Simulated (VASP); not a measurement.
Band structure of GeSe2 (relaxed from the rutile structure, space group P4_2/mnm). Method: PBEsol GGA, VASP's PBE PAW potentials (set 64) (plane waves; VASP 6.6.1).

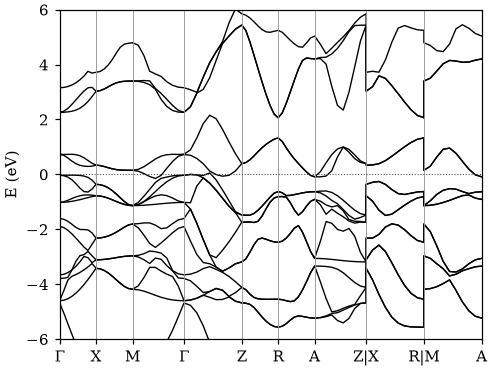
Figure: Bands along high-symmetry lines, zero at the valence-band maximum or, without a gap, the Fermi level

Q: Read the plot: is there a gap, and where are the band edges?

A: It has no gap at this level: it comes out as a metal or semimetal. (Edges off the drawn lines would not show.)

The structure was generated: GeSe2 was put into the rutile type (P4_2/mnm), which need not be its known phase. It was relaxed first, which changed the volume by +9 %.
